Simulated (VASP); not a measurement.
# Driving VASP from ASE on YPt2, part 2 of 3

Do ASE scripts that read YPt2 from different structure formats give one answer, and do several routes find one equilibrium volume? All runs use LDA. Left out of this account: 1 further run (fields: a reference on another mesh). The start is a cell from a database of measured crystal structures.

VASP 6.6.1; LDA; plane waves and PAW (Y_sv, Pt).

So far. Step 2 (Self-consistent run (LDA, through ASE)): The pressure is -3.36 GPa and the largest force 0.000 eV/Å, so the cell is not at a minimum at these settings. Step 3 (Total energy, forces and stress (LDA, through ASE)): The energy lies -9.01 meV an atom from the first script, on another mesh.

## Step 4: Full relaxation (LDA, through ASE)

The start need not lie at this functional's minimum. ISIF = 3 frees volume, shape and positions, and EDIFFG sets the threshold on forces and stress at which the search stops.

Input file run.py:

```python
import numpy as np
from ase.calculators.vasp import Vasp
from ase import Atoms

atoms = Atoms(['Y', 'Y', 'Pt', 'Pt', 'Pt', 'Pt'],
              cell=[[0.0, 3.795, 3.795], [3.795, 0.0, 3.795], [3.795, 3.795, 0.0]],
              scaled_positions=[[0.0, 0.0, 0.0], [0.25, 0.25, 0.25], [0.625, 0.625, 0.625], [0.125, 0.625, 0.625], [0.625, 0.625, 0.125], [0.625, 0.125, 0.625]],
              pbc=True)

calc = Vasp(
    xc='lda',
    pp='LDA',
    prec='Accurate',
    encut=400,
    ediff=1e-06,
    nelm=100,
    ismear=-1,
    sigma=0.05,
    lreal=False,
    algo='Normal',
    nbands=38,
    lasph=True,
    lorbit=11,
    lwave=False,
    lcharg=False,
    kpar=4,
    ibrion=2,
    nsw=60,
    isif=3,
    ediffg=-0.01,
    pp_version='64',
    setups={'Y': '_sv', 'Pt': ''},
    kpts=(7, 7, 7),
    gamma=True,
    txt='vasp.out',
)
atoms.calc = calc

print("energy (eV):", round(atoms.get_potential_energy(), 6))
print("Fermi level (eV):", round(calc.get_fermi_level(), 4))
print("forces (eV/A):")
print(np.round(atoms.get_forces(), 4))
print("stress (GPa, Voigt, tension positive):", np.round(atoms.get_stress() * 160.21766, 3))
print("cell (A, degrees):", np.round(atoms.cell.cellpar(), 4))
print("volume (A^3):", round(atoms.get_volume(), 4))
print("positions:")
print(np.round(atoms.get_scaled_positions(), 5))
```

Potentials, in the order of the species: Y_sv and Pt (LDA family, release 64).

Started as:

```
$ export ASE_VASP_COMMAND="mpirun -np 4 vasp_std"
$ python run.py
```

The program printed:

```text
energy (eV): -50.670034
Fermi level (eV): 8.591
forces (eV/A):
[[-0.  0. -0.]
 [ 0. -0.  0.]
 [ 0.  0.  0.]
 [ 0.  0.  0.]
 [ 0.  0.  0.]
 [ 0.  0.  0.]]
stress (GPa, Voigt, tension positive): [ 0.044  0.044  0.044  0.    -0.     0.   ]
cell (A, degrees): [ 5.3355  5.3355  5.3355 60.     60.     60.    ]
volume (A^3): 107.4011
positions:
[[0.    0.    0.   ]
 [0.25  0.25  0.25 ]
 [0.625 0.625 0.625]
 [0.125 0.625 0.625]
 [0.625 0.625 0.125]
 [0.625 0.125 0.625]]
```

The job ended after 23 s (4 MPI ranks of Intel Xeon 6975P-C (Granite Rapids), shared host; peak memory 0.84 GiB; 86 s of CPU time).

The INCAR that ASE wrote:

```
ENCUT = 400.000000
SIGMA = 0.050000
EDIFF = 1.00e-06
EDIFFG = -1.00e-02
ALGO = Normal
PREC = Accurate
IBRION = 2
ISIF = 3
ISMEAR = -1
KPAR = 4
LORBIT = 11
NBANDS = 38
NELM = 100
NSW = 60
LASPH = .TRUE.
LCHARG = .FALSE.
LWAVE = .FALSE.
LREAL = .FALSE.
```

ASE turned this into the KPOINTS:

```
KPOINTS created by Atomic Simulation Environment
0
Gamma
7 7 7
0 0 0
```

vasp.out:

```text
[... set-up lines as in an earlier step ...]
 entering main loop
       N       E                     dE             d eps       ncg     rms          rms(c)
[... 14 cycles as in an earlier step ...]
   1 F= -.50662729E+02 E0= -.50649155E+02  d E =-.506627E+02
 curvature:   0.00 expect dE= 0.000E+00 dE for cont linesearch  0.000E+00
 trial: gam= 0.00000 g(F)=  0.496E-51 g(S)=  0.127E+00 ort = 0.000E+00 (trialstep = 0.100E+01)
 search vector abs. value=  0.127E+00
 bond charge predicted
       N       E                     dE             d eps       ncg     rms          rms(c)
DAV:   1    -0.526899749301E+02   -0.20272E+01   -0.35879E+01  1648   0.365E+01    0.152E+01
DAV:   2    -0.513023833020E+02    0.13876E+01   -0.11893E+01  1680   0.182E+01    0.935E+00
DAV:   3    -0.506569281809E+02    0.64546E+00   -0.15229E+00  1834   0.660E+00    0.214E+00
DAV:   4    -0.505769077566E+02    0.80020E-01   -0.75941E-01  2350   0.332E+00    0.413E+00
DAV:   5    -0.505722121579E+02    0.46956E-02   -0.75655E-02  1830   0.107E+00    0.244E+00
DAV:   6    -0.505834951690E+02   -0.11283E-01   -0.75938E-03  2528   0.327E-01    0.146E+00
DAV:   7    -0.505842869167E+02   -0.79175E-03   -0.11556E-02  1844   0.510E-01    0.869E-02
DAV:   8    -0.505844716084E+02   -0.18469E-03   -0.11152E-03  2428   0.112E-01    0.396E-02
DAV:   9    -0.505845074741E+02   -0.35866E-04   -0.16347E-04  2078   0.435E-02    0.548E-02
DAV:  10    -0.505845160945E+02   -0.86204E-05   -0.22424E-05  1848   0.227E-02    0.206E-02
DAV:  11    -0.505845156263E+02    0.46818E-06   -0.44768E-06  1682   0.121E-02
   2 F= -.50584516E+02 E0= -.50571460E+02  d E =0.782129E-01
 trial-energy change:    0.078213  1 .order    0.083367   -0.126912    0.293646
 step:   0.3177(harm=  0.3018)  dis= 0.00000  next Energy=   -50.683054 (dE=-0.203E-01)
 bond charge predicted
       N       E                     dE             d eps       ncg     rms          rms(c)
DAV:   1    -0.516226737869E+02   -0.10382E+01   -0.16312E+01  1624   0.248E+01    0.915E+00
DAV:   2    -0.509821311886E+02    0.64054E+00   -0.51183E+00  1816   0.118E+01    0.690E+00
DAV:   3    -0.507157342311E+02    0.26640E+00   -0.86193E-01  1874   0.449E+00    0.207E+00
DAV:   4    -0.506733305648E+02    0.42404E-01   -0.32040E-01  2296   0.234E+00    0.180E+00
DAV:   5    -0.506790910739E+02   -0.57605E-02   -0.20864E-02  1890   0.721E-01    0.118E+00
DAV:   6    -0.506834139084E+02   -0.43228E-02   -0.18436E-02  2500   0.395E-01    0.378E-01
DAV:   7    -0.506831788343E+02    0.23507E-03   -0.65429E-04  1962   0.106E-01    0.129E-01
DAV:   8    -0.506834192977E+02   -0.24046E-03   -0.11731E-04  1632   0.681E-02    0.142E-01
DAV:   9    -0.506834239168E+02   -0.46191E-05   -0.96113E-05  2136   0.274E-02    0.153E-02
DAV:  10    -0.506834239544E+02   -0.37653E-07   -0.17595E-06  1258   0.721E-03
   3 F= -.50683424E+02 E0= -.50670034E+02  d E =-.206954E-01
 curvature:  -0.15 expect dE=-0.314E-05 dE for cont linesearch -0.314E-05
 trial: gam=-0.01265 g(F)=  0.253E-50 g(S)=  0.208E-04 ort = 0.163E-02 (trialstep = 0.864E+00)
 search vector abs. value=  0.352E-08
 reached required accuracy - stopping structural energy minimisation
```

From OUTCAR (step 4):

```text
 Found     20 irreducible k-points:

   NELECT =      62.0000    total number of electrons

 E-fermi :   8.5910

 k-point     1 :       0.0000    0.0000    0.0000
  band No.  band energies     occupation
    ...
     27       7.4745      2.00000
     28       7.4745      2.00000
     29       8.1925      1.99931
     30       8.1925      1.99931
     31       8.1925      1.99931
     32       9.2043      0.00001
     33       9.2446      0.00000
     34       9.2446      0.00000
     35       9.2446      0.00000
     36      10.5889      0.00000
    ...

 k-point     2 :       0.1429    0.0000    0.0000
  band No.  band energies     occupation
    ...
     28       7.5765      2.00000
     29       7.7424      2.00000
     30       8.2089      1.99904
     31       8.2089      1.99904
     32       8.5218      1.59902
     33       9.2444      0.00000
     34       9.4914      0.00000
     35       9.4914      0.00000
     36      10.4706      0.00000
     37      10.4706      0.00000
    ...

  Total       -0.0293819     -0.0293819     -0.0293819      0.0000000      0.0000000      0.0000000
  in kB       -0.4383112     -0.4383112     -0.4383112      0.0000000      0.0000000      0.0000000
  external PRESSURE =      -0.4383112 kB  Pullay stress =       0.0000000 kB

  energy-cutoff  :      400.00
  volume of cell :      107.40
      direct lattice vectors                 reciprocal lattice vectors
    -0.000000000  3.772763118  3.772763118    -0.132528861  0.132528861  0.132528861
     3.772763118  0.000000000  3.772763118     0.132528861 -0.132528861  0.132528861
     3.772763118  3.772763118  0.000000000     0.132528861  0.132528861 -0.132528861

 POSITION                                       TOTAL-FORCE (eV/Angst)
 -----------------------------------------------------------------------------------
      0.00000      0.00000      0.00000        -0.000000      0.000000     -0.000000
      1.88638      1.88638      1.88638         0.000000     -0.000000      0.000000
      4.71595      4.71595      4.71595         0.000000      0.000000      0.000000
      4.71595      2.82957      2.82957         0.000000      0.000000      0.000000
      2.82957      2.82957      4.71595         0.000000      0.000000      0.000000
      2.82957      4.71595      2.82957         0.000000      0.000000      0.000000
 -----------------------------------------------------------------------------------
    total drift:                                0.000000      0.000000      0.000000

  FREE ENERGIE OF THE ION-ELECTRON SYSTEM (eV)
  ---------------------------------------------------
  free  energy   TOTEN  =       -50.6834239544 eV

  energy  without entropy=      -50.6566449666  energy(sigma->0) =      -50.67003446

 reached required accuracy - stopping structural energy minimisation

 total charge
# of ion       s       p       d       f       tot
--------------------------------------------------
    1        2.240   6.374   1.012   0.054   9.680
    2        2.240   6.374   1.012   0.054   9.680
    3        0.744   0.673   8.067   0.000   9.484
    4        0.744   0.673   8.067   0.000   9.484
    5        0.744   0.673   8.067   0.000   9.484
    6        0.744   0.673   8.067   0.000   9.484
--------------------------------------------------
tot          7.458  15.440  34.292   0.108  57.298

[... 8 parts as in an earlier step ...]

[... 5 further parts left out ...]
```

CONTCAR:

```
Y  Pt
   1.00000000000000
    -0.0000000000000000    3.7727631178547014    3.7727631178547014
     3.7727631178547014    0.0000000000000000    3.7727631178547014
     3.7727631178547014    3.7727631178547014    0.0000000000000000
  Y               Pt
     2     4
Direct
     0.0000000000000000    0.0000000000000000    0.0000000000000000
     0.2500000000000000    0.2500000000000000    0.2500000000000000
     0.6250000000000000    0.6250000000000000    0.6250000000000000
     0.1250000000000000    0.6250000000000000    0.6250000000000000
     0.6250000000000000    0.6250000000000000    0.1250000000000000
     0.6250000000000000    0.1250000000000000    0.6250000000000000
```

The run keeps the 48 symmetry operations of its start, so it cannot find a distortion of lower symmetry.

The steps of the relaxation:

```
step  energy less that of the first step (eV)  largest force (eV/Å)  pressure (GPa)  volume (Å³)
   1                                   0.0000                0.0000           -3.36       109.31
   2                                   0.0782                0.0000            8.23       103.37
   3                                  -0.0207                0.0000           -0.04       107.40
```

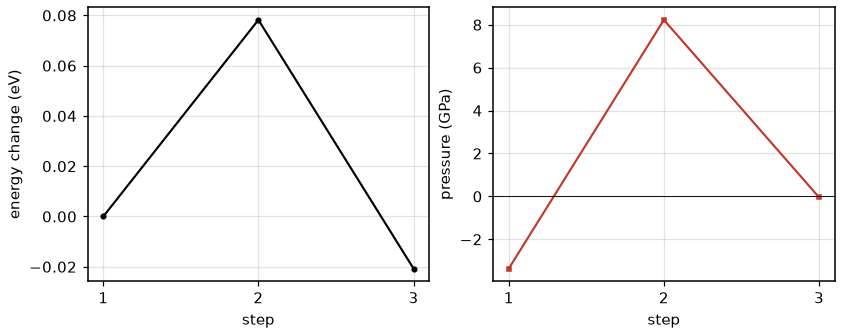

Energy and pressure along the relaxation.

```
conventional cell, symmetrised  before  after  change
                         a (Å)   7.590  7.546  -0.6 %
                         b (Å)   7.590  7.546  -0.6 %
                         c (Å)   7.590  7.546  -0.6 %
              volume (Å³/atom)   18.22  17.90  -1.7 %
```

Final coordinates:

```xyz
6
Lattice="0.0000 3.7728 3.7728 3.7728 0.0000 3.7728 3.7728 3.7728 0.0000" Properties=species:S:1:pos:R:3 pbc="T T T"
Y     0.0000    0.0000    0.0000
Y     1.8864    1.8864    1.8864
Pt    4.7160    4.7160    4.7160
Pt    4.7160    2.8296    2.8296
Pt    2.8296    2.8296    4.7160
Pt    2.8296    4.7160    2.8296
```

This step gave:

```yaml
irreducible_k_points: 20
free_energy_toten: -50.6834 eV
energy_at_zero_smearing: -50.6700 eV
fermi_energy: 8.591 eV
pressure: -0.04383 GPa
scf_cycles_over_all_ionic_steps: 35
```

It ends with forces that vanish by symmetry and a pressure of -0.04 GPa.

## Step 5: Equation of state by an ASE loop (LDA)

An ASE loop scales the volume and fits the energies, which gives the bulk modulus from energies alone.

Input file run.py:

```python
import numpy as np
from ase.calculators.vasp import Vasp
from ase.io import read
from ase.eos import EquationOfState
from ase.units import GPa

atoms = read('structure.vasp')

calc = Vasp(
    xc='lda',
    pp='LDA',
    prec='Accurate',
    encut=400,
    ediff=1e-06,
    nelm=100,
    ismear=-1,
    sigma=0.05,
    lreal=False,
    algo='Normal',
    nbands=38,
    lasph=True,
    lorbit=11,
    lwave=False,
    lcharg=False,
    kpar=4,
    isif=2,
    pp_version='64',
    setups={'Y': '_sv', 'Pt': ''},
    kpts=(7, 7, 7),
    gamma=True,
    txt='vasp.out',
)
atoms.calc = calc

cell, volumes, energies = atoms.get_cell(), [], []
for x in [0.94, 0.96, 0.98, 1.0, 1.02, 1.04, 1.06]:
    atoms.set_cell(cell * x ** (1 / 3), scale_atoms=True)
    volumes.append(atoms.get_volume())
    energies.append(atoms.get_potential_energy())
    print(f"{x:.2f}  V = {volumes[-1]:.4f} A^3  E = {energies[-1]:.6f} eV")
v0, e0, b0 = EquationOfState(volumes, energies, eos="birchmurnaghan").fit()
print(f"V0 = {v0:.4f} A^3  E0 = {e0:.6f} eV  B0 = {b0 / GPa:.2f} GPa")
```

Input file structure.vasp:

```
YPt2
1.0
    0.0000000000      3.7950000000      3.7950000000
    3.7950000000      0.0000000000      3.7950000000
    3.7950000000      3.7950000000      0.0000000000
Y Pt
2 4
Direct
    0.0000000000      0.0000000000      0.0000000000
    0.2500000000      0.2500000000      0.2500000000
    0.6250000000      0.6250000000      0.6250000000
    0.1250000000      0.6250000000      0.6250000000
    0.6250000000      0.6250000000      0.1250000000
    0.6250000000      0.1250000000      0.6250000000
```

The program printed:

```text
0.94  V = 102.7527 A^3  E = -50.534250 eV
0.96  V = 104.9389 A^3  E = -50.632705 eV
0.98  V = 107.1251 A^3  E = -50.668611 eV
1.00  V = 109.3114 A^3  E = -50.649155 eV
1.02  V = 111.4976 A^3  E = -50.580724 eV
1.04  V = 113.6838 A^3  E = -50.468846 eV
1.06  V = 115.8701 A^3  E = -50.318508 eV
V0 = 107.4091 A^3  E0 = -50.669073 eV  B0 = 195.95 GPa
```

Elapsed: 64 s, on 4 MPI ranks; peak memory 0.8 GiB.

The INCAR that ASE wrote:

```
ENCUT = 400.000000
SIGMA = 0.050000
EDIFF = 1.00e-06
ALGO = Normal
PREC = Accurate
ISIF = 2
ISMEAR = -1
KPAR = 4
LORBIT = 11
NBANDS = 38
NELM = 100
LASPH = .TRUE.
LCHARG = .FALSE.
LWAVE = .FALSE.
LREAL = .FALSE.
```

ASE turned this into the KPOINTS:

```
KPOINTS created by Atomic Simulation Environment
0
Gamma
7 7 7
0 0 0
```

vasp.out (the last of its runs):

```text
[banner, memory and clock lines left out]
running    4 mpi-ranks, on    1 nodes
 distrk:  each k-point on    1 cores,    4 groups
 distr:  one band on    1 cores,    1 groups

 POSCAR found type information on POSCAR Y Pt
 POSCAR found :  2 types and       6 ions
 LDA part: xc-table for (Slater(with rela. corr.)+CA(PZ))
 , standard interpolation
 POSCAR, INCAR and KPOINTS ok, starting setup
 FFT: planning ... GRIDC
 FFT: planning ... GRID_SOFT
 FFT: planning ... GRID
 WAVECAR not read
 WARNING: random wavefunctions but no delay for mixing, default for NELMDL
 entering main loop
       N       E                     dE             d eps       ncg     rms          rms(c)
DAV:   1     0.315655727162E+03    0.31566E+03   -0.27014E+04  1520   0.130E+03
DAV:   2    -0.321330742776E+02   -0.34779E+03   -0.33090E+03  1686   0.322E+02
DAV:   3    -0.524725738841E+02   -0.20339E+02   -0.19809E+02  2376   0.576E+01
DAV:   4    -0.532074730029E+02   -0.73490E+00   -0.73207E+00  2018   0.101E+01
DAV:   5    -0.532241047273E+02   -0.16632E-01   -0.16630E-01  2124   0.147E+00    0.457E+01
DAV:   6    -0.509875101000E+02    0.22366E+01   -0.56935E+00  1574   0.130E+01    0.229E+01
DAV:   7    -0.506252463083E+02    0.36226E+00   -0.30191E+00  1952   0.690E+00    0.175E+01
DAV:   8    -0.503489075699E+02    0.27634E+00   -0.14127E+00  1972   0.583E+00    0.420E+00
DAV:   9    -0.503347774684E+02    0.14130E-01   -0.14145E-01  1696   0.203E+00    0.137E+00
DAV:  10    -0.503327059957E+02    0.20715E-02   -0.14212E-02  2032   0.440E-01    0.264E-01
DAV:  11    -0.503327887307E+02   -0.82735E-04   -0.18418E-03  1734   0.237E-01    0.297E-01
DAV:  12    -0.503326719647E+02    0.11677E-03   -0.28245E-04  1746   0.851E-02    0.162E-02
DAV:  13    -0.503326750762E+02   -0.31115E-05   -0.25593E-05  2048   0.204E-02    0.409E-02
DAV:  14    -0.503326743720E+02    0.70415E-06   -0.25428E-06  1340   0.742E-03
   1 F= -.50332674E+02 E0= -.50318508E+02  d E =-.283337E-01
```

OUTCAR, selected parts (step 5):

```text
   ENCUT  =  400.0 eV  29.40 Ry    5.42 a.u.   8.92  8.92  8.92*2*pi/ulx,y,z

   NELECT =      62.0000    total number of electrons

 E-fermi :   7.6335

 k-point     1 :       0.0000    0.0000    0.0000
  band No.  band energies     occupation
    ...
     27       6.7251      2.00000
     28       6.7251      2.00000
     29       7.3167      1.99646
     30       7.3167      1.99646
     31       7.3167      1.99646
     32       8.1321      0.00009
     33       8.1321      0.00009
     34       8.1321      0.00009
     35       8.2921      0.00000
     36       9.4696      0.00000
    ...

  Total       -8.9547913     -8.9547913     -8.9547913      0.0000000      0.0000000      0.0000000
  in kB     -123.8211540   -123.8211540   -123.8211540      0.0000000      0.0000000      0.0000000
  external PRESSURE =    -123.8211540 kB  Pullay stress =       0.0000000 kB

 POSITION                                       TOTAL-FORCE (eV/Angst)
 -----------------------------------------------------------------------------------
      0.00000      0.00000      0.00000        -0.000000     -0.000000     -0.000000
      1.93472      1.93472      1.93472         0.000000      0.000000      0.000000
      4.83679      4.83679      4.83679         0.000000      0.000000     -0.000000
      4.83679      2.90207      2.90207         0.000000      0.000000     -0.000000
      2.90207      2.90207      4.83679         0.000000      0.000000     -0.000000
      2.90207      4.83679      2.90207         0.000000      0.000000     -0.000000
 -----------------------------------------------------------------------------------
    total drift:                                0.000000      0.000000      0.000000

  FREE ENERGIE OF THE ION-ELECTRON SYSTEM (eV)
  ---------------------------------------------------
  free  energy   TOTEN  =       -50.3326743720 eV

  energy  without entropy=      -50.3043406830  energy(sigma->0) =      -50.31850753

[... 5 parts as in an earlier step ...]

[... 11 further parts left out ...]
```

Numbers from this step:

| Quantity | Value |
| --- | --- |
| bulk modulus | 195.9 GPa |
| equilibrium volume of the fit | 17.90 Å³/atom |

The fitted volume lies +0.01 % from the relaxed one.

(Part 2 of 3 ends here.)

[Lines on the potential files, build, host, timing and source positions are cut from VASP's logs without a mark.]

[Logs are printed without paths, hosts, clocks, repeated set-up lines and the standing remarks that a program may print on its own settings, such as how far it seeks lower states.]

[Hosts, paths, dates, database ids (printed as entryN), source tags and the programs' standing remarks are cut or masked in the printed files.]

[A measured line is paired with the nearest computed mode of its activity, which favours agreement.]
